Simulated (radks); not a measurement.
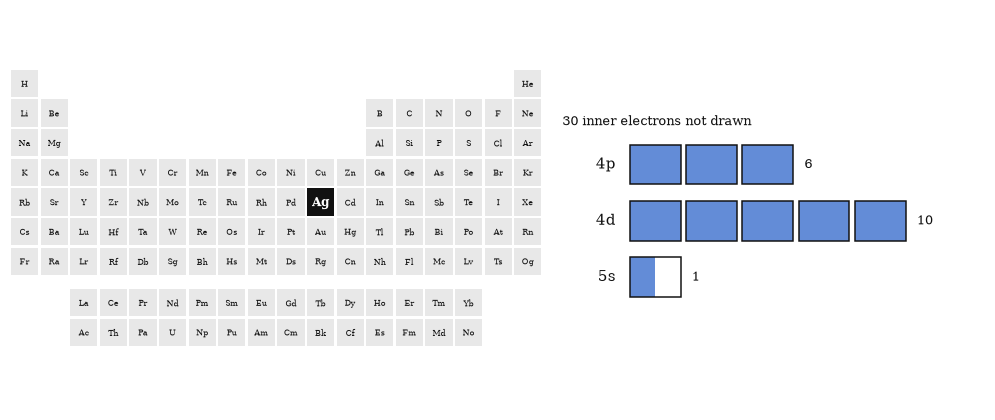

Figure 1. Left, the place of silver in the periodic table; right, the outer shells as the input fills them: a box for each of the 2l + 1 orbitals, shaded by the share of the shell that is filled, with the electron count at the right.

Atomic calculation, with input and output: Ag

System: atomic silver (Ag) in the configuration [Kr] 4d10 5s1.
Method: non-relativistic Kohn-Sham, r2SCAN, spin-unpolarised, spherical densities, point nucleus (the in-house radial solver radks).

**Input**
```
Z 47
configuration [Kr] 4d10 5s1
relativity non-relativistic
functional r2scan,r2scan
spin unpolarised
nucleus point
threshold 0.1
max_iterations 60
```

Energies in input and log are in hartree, lengths in bohr.

Hardware: 1 thread of Intel Xeon, 149 GiB of memory available, shared host.

Launched within a batch (the task file carries these settings):
```bash
python <driver script> task.json out
```

**Output**
```
1s      1   2.0000        -903.13374297
2s      1   2.0000        -130.73484562
2p      1   6.0000        -121.53949545
3s      1   2.0000         -24.05296777
3p      1   6.0000         -20.32723757
3d      1  10.0000         -13.47428118
4s      1   2.0000          -3.32355826
4p      1   6.0000          -2.14905831
4d      1  10.0000          -0.30119710
5s      1   1.0000          -0.14281736
Etot -5200.062484685631
Ekin 5197.87262875491
Encl -12384.238457008767
Eh 2132.6230385060235
Exc -146.31969493779727
err 0.0002554256066271439
it 9
```

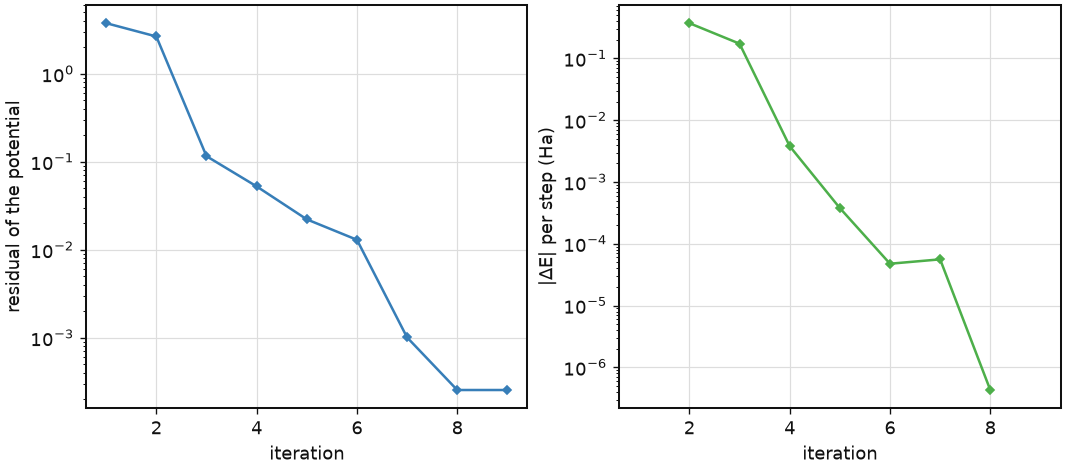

Figure 2. Convergence: residual of the potential and change of the energy from step to step (the smallest changes aren't drawn) against the iteration. The residual falls almost steadily, with no more than small rises or pauses. It goes from 3.8 to 0.00026 in 9 steps.

**Outcome**

| quantity | value |
| --- | --- |
| outcome | converged |
| total energy | −5200.0625 hartree |
| kinetic energy | 5197.8726 hartree |
| electron–nucleus energy | −12384.2385 hartree |
| Hartree energy | 2132.6230 hartree |
| exchange–correlation energy | −146.319695 hartree |
| radius at density 0.001 e/bohr³ | 4.30 bohr |
| SCF iterations | 9 |

**What is odd here**

A numerical setting was moved from its usual value: convergence threshold tolx = 0.1. The program ran to the end, and its total energy equals that of the same run with the usual input (−5200.06248 hartree) within 10⁻⁵ hartree, so the oddity leaves no trace in it. Relativity is left out, which matters for an atom this heavy.
